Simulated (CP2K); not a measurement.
Urea monohydrate has these distinct O atoms: O4 (bonded to C, takes 1 H bond) and O5 (bonded to 2 H, gives 1 H bond, takes 1).

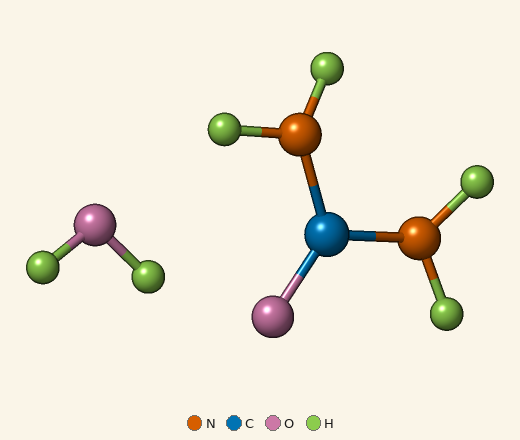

The molecule (nitrogen orange, carbon blue, oxygen pink, hydrogen green).

```xyz
11

N     0.3931    1.1327    1.6774
C     0.1159    0.4897    0.4835
N     0.6626   -0.7636    0.3405
O    -0.5917    1.0275   -0.3876
O    -0.9448   -1.1069   -2.0698
H     1.2402    0.8888    2.1817
H     0.1669    2.1219    1.6703
H     0.8981   -1.2862    1.1769
H     0.3033   -1.3044   -0.4472
H    -0.9643   -0.2062   -1.6540
H    -1.2793   -0.9933   -2.9717
```

Their partial O K spectra (CP2K XAS_TDP, all-electron GAPW, PBEh(45%), aug-cc-pVDZ, TDA, GW2X-corrected core level, no relativity) are given in random order, each times the number of alike atoms.

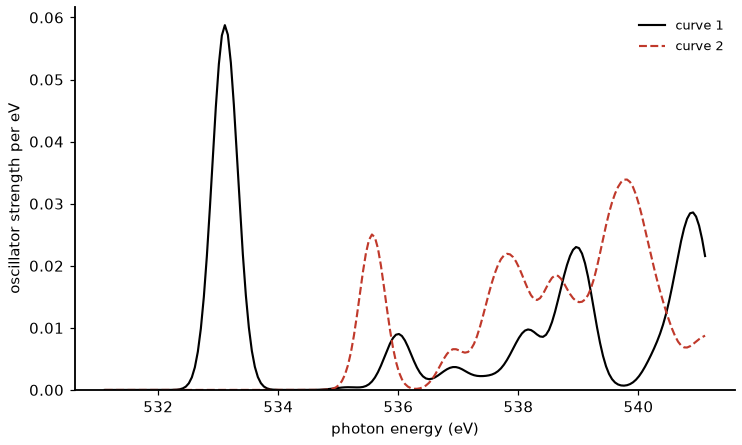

Gaussian full width 0.5 eV, oscillator strength per eV, alike atoms added, rows of zeros left out.

**Question.** Which curve belongs to which atom?

Curve 1: O4 (bonded to C, takes 1 H bond), leading line at 533.11 eV (f = 0.031 an atom), ionisation energy 537.01 eV, term value 3.90 eV. Curve 2: O5 (bonded to 2 H, gives 1 H bond, takes 1), leading line at 535.57 eV (f = 0.013 an atom), ionisation energy 538.24 eV, term value 2.67 eV. The leading line of an atom is its first one with 35 % of the strongest within 2.5 eV of its lowest line over the strength cut. A line lies at the core ionisation energy, which rises as an atom loses charge to its neighbours or to a π system, less the term value, which is large for a low π* or σ* orbital with weight on that atom.

[Banner, clock and machine lines of the logs are left out without a mark of their own.]

[Logs are printed without paths, hosts, clocks, repeated set-up lines and the standing remarks that a program may print on its own settings, such as how far it seeks lower states.]

[Hosts, paths, dates, database ids (printed as entryN), source tags and the programs' standing remarks are cut or masked in the printed files.]
